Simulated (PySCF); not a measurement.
Excited-state calculation, with input and output: C10H18Si

System: C10H18Si (Si(vinyl)3(tBu)).
Method: TDDFT B3LYP/def2-SVPD, vertical, gas phase, core orbitals frozen in the response (PySCF 2.14.0).

The geometry comes from this level: PBE0-D3(BJ)/def2-SVP. It belongs to a series of runs on one base structure; here: one ligand: Cl to tBu.

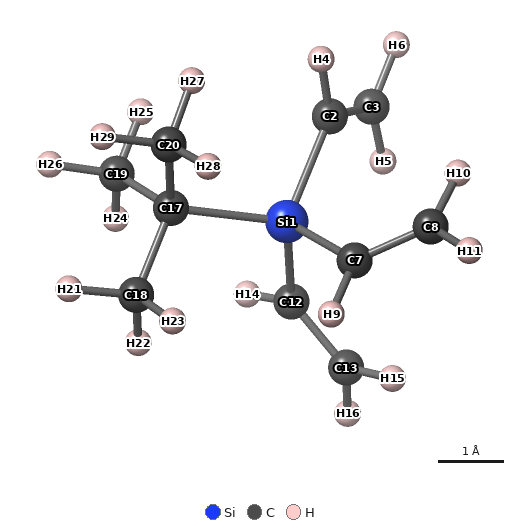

Fig. 1: The structure as given in the input (ball-and-stick view, seen at an oblique angle; atoms are numbered from 1 in the order of the input). Bond lengths as drawn: C–C 1.34 to 1.53 Å, C–H 1.10 Å and C–Si 1.88 to 1.91 Å.

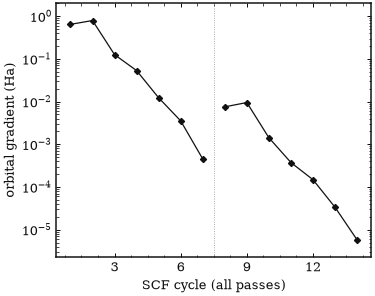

Fig. 2: Convergence of the self-consistent field: orbital gradient against the SCF cycle. The dotted line marks the change from a coarse to the final integration grid. The first 7 cycles use a coarse grid, the final grid takes over at cycle 8, and the field converges after 14 cycles in all.

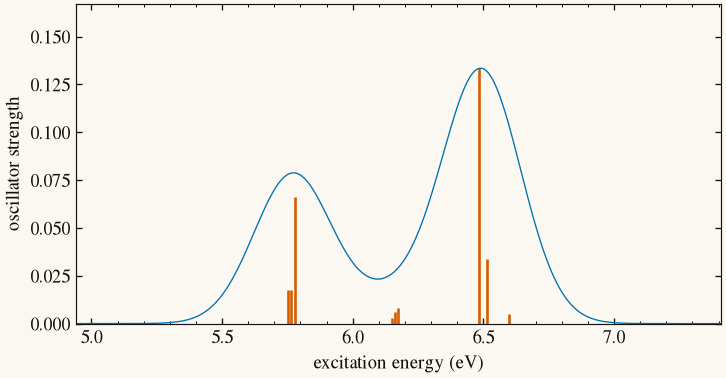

Fig. 3: Computed excitations as sticks (degenerate states added up, dark ones marked on the axis), with a Gaussian envelope of 0.35 eV full width at half maximum, scaled to the tallest. Of the 10 states the lowest lies at 5.75 eV (f = 0.017); the strongest line is at 6.48 eV, or 191 nm (f = 0.133, summed over 2 states that lie within 0.004 eV).

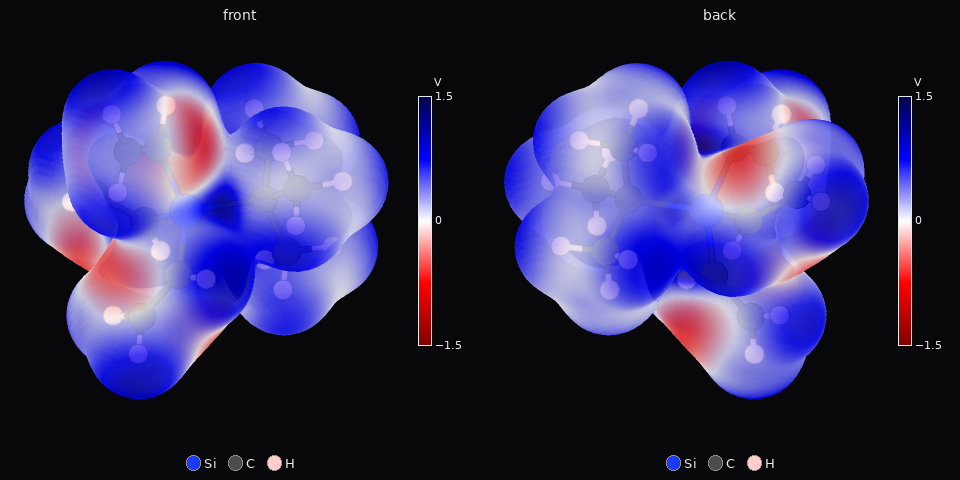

Fig. 4: The molecular electrostatic potential painted on the density surface at 0.004 e/bohr³, seen at a tilt and from behind; the colour scale runs from red (negative) to blue (positive). Its dipole moment is 0.15 D.

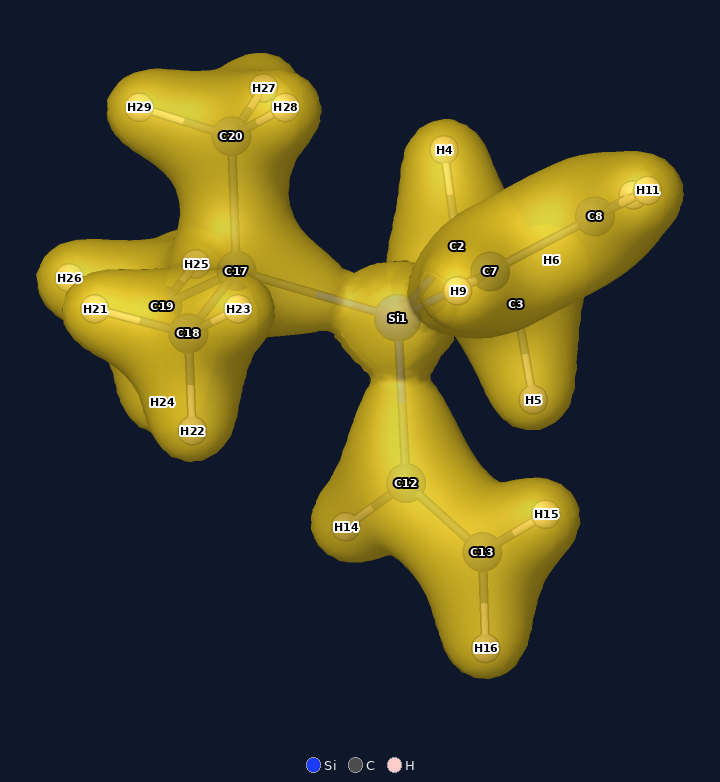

Fig. 5: Isosurface of the total electron density at 0.6 e/Å³ (yellow), seen at an oblique angle. At this value the surface is in one piece. On the grid the lowest density along these lines, outside the cores, is 2.3 e/Å³ (C–C, 1.34 Å), 0.79 e/Å³ (C–Si, 1.88 Å), 1.9 e/Å³ (C–H, 1.10 Å) and 1.6 e/Å³ (C–C, 1.53 Å).

These pictures come from the run below.

## Input
```
{"job": {"kind": "uv", "xc": "B3LYP", "basis": "def2-SVPD", "ip": false, "nstates": 10}, "charge": 0, "multiplicity": 1}
Si     0.203363     0.355747     0.165002
C      0.301794     0.257187     2.036559
C     -0.029096     1.266972     2.850637
H      0.657891    -0.674265     2.498161
H     -0.384730     2.226341     2.456834
H      0.040852     1.187385     3.941869
C      1.940595     0.447456    -0.539205
C      3.030418     0.683840     0.201055
H      2.079478     0.306892    -1.620220
H      2.963056     0.839578     1.284180
H      4.035212     0.736172    -0.234594
C     -0.742281     1.903332    -0.318295
C     -0.173787     2.977754    -0.878552
H     -1.824352     1.939147    -0.130161
H      0.901928     3.012860    -1.087197
H     -0.749118     3.870243    -1.151399
C     -0.689507    -1.190471    -0.523704
C     -0.797382    -1.071751    -2.046210
C     -2.090398    -1.279297     0.087507
C      0.115071    -2.440297    -0.157070
H     -1.326912    -1.946511    -2.464577
H     -1.352895    -0.169655    -2.348687
H      0.192640    -1.030097    -2.527776
H     -2.710506    -0.407649    -0.176216
H     -2.055539    -1.342920     1.186816
H     -2.615838    -2.177703    -0.283055
H      0.194605    -2.573344     0.933704
H      1.138496    -2.403729    -0.563325
H     -0.372594    -3.345405    -0.561555
```

The first line tells a small driver script what to run in PySCF; the rest is the geometry in Å.

Command:
```bash
OMP_NUM_THREADS=2 python <driver script> task.json out
```

## The program's output
```
coarse grid: 23648 points
cycle   1  E = -680.7821157652  dE =  6.674e-01  |g| = 6.429e-01  |ddm| = 1.468e+01
cycle   2  E = -680.7224154668  dE =  5.970e-02  |g| = 7.915e-01  |ddm| = 4.025e+00
cycle   3  E = -680.8948891520  dE = -1.725e-01  |g| = 1.256e-01  |ddm| = 1.984e+00
cycle   4  E = -680.8985631543  dE = -3.674e-03  |g| = 5.319e-02  |ddm| = 3.403e-01
cycle   5  E = -680.8992901172  dE = -7.270e-04  |g| = 1.227e-02  |ddm| = 1.269e-01
cycle   6  E = -680.8993259237  dE = -3.581e-05  |g| = 3.535e-03  |ddm| = 4.148e-02
cycle   7  E = -680.8993292459  dE = -3.322e-06  |g| = 4.524e-04  |ddm| = 1.119e-02
final grid: 220704 points
cycle   8  E = -681.0191847482  dE = -9.661e-05  |g| = 7.527e-03  |ddm| = 5.306e-01
cycle   9  E = -681.0191756958  dE =  9.052e-06  |g| = 9.494e-03  |ddm| = 6.720e-02
cycle  10  E = -681.0192001996  dE = -2.450e-05  |g| = 1.425e-03  |ddm| = 2.628e-02
cycle  11  E = -681.0192007065  dE = -5.069e-07  |g| = 3.735e-04  |ddm| = 3.182e-03
cycle  12  E = -681.0192007396  dE = -3.307e-08  |g| = 1.482e-04  |ddm| = 1.129e-03
cycle  13  E = -681.0192007452  dE = -5.657e-09  |g| = 3.351e-05  |ddm| = 4.638e-04
cycle  14  E = -681.0192007455  dE = -2.960e-10  |g| = 5.782e-06  |ddm| = 1.294e-04
converged SCF energy = -681.0192007455

Static polarisability (au): isotropic 148.273, principal 143.089 143.434 158.295

Singlet excitations
state   eV       nm        f      main configurations
  1   5.7524    215.5   0.01740   H->L+1 0.86
  2   5.7643    215.1   0.01778   H->L+2 0.84
  3   5.7783    214.6   0.06621   H->L 0.89
  4   6.1511    201.6   0.00305   H-1->L+1 0.36, H-1->L+2 0.24, H-1->L 0.16
  5   6.1625    201.2   0.00626   H-1->L 0.42, H-2->L+1 0.28, H-2->L+2 0.19
  6   6.1728    200.9   0.00797   H-2->L 0.53, H-2->L+2 0.18, H-1->L+2 0.10
  7   6.4816    191.3   0.06728   H-1->L+2 0.20, H-2->L+1 0.17, H-3->L+2 0.17
  8   6.4856    191.2   0.06616   H-1->L+1 0.20, H-3->L+1 0.17, H-2->L 0.16
  9   6.5157    190.3   0.03385   H-3->L 0.63, H-2->L+1 0.12, H-2->L+2 0.09
 10   6.5983    187.9   0.00520   H-4->L 0.39, H-3->L+1 0.13, H-5->L 0.10

Triplet excitations (Tamm-Dancoff, eV): 4.2708 4.2924 4.2941 5.4942
```

## Key numbers

```tsv
quantity	value
outcome	converged
total energy	−681.019201 hartree
HOMO	−7.07 eV
LUMO	−0.58 eV
dipole moment	0.15 D
mean polarisability	148.27 a.u.
lowest singlet excitation	5.75 eV
hardware	2 CPU threads, shared host
wall time	2.1 min (CPU time 4.6 min)
peak memory	2.2 GiB
```
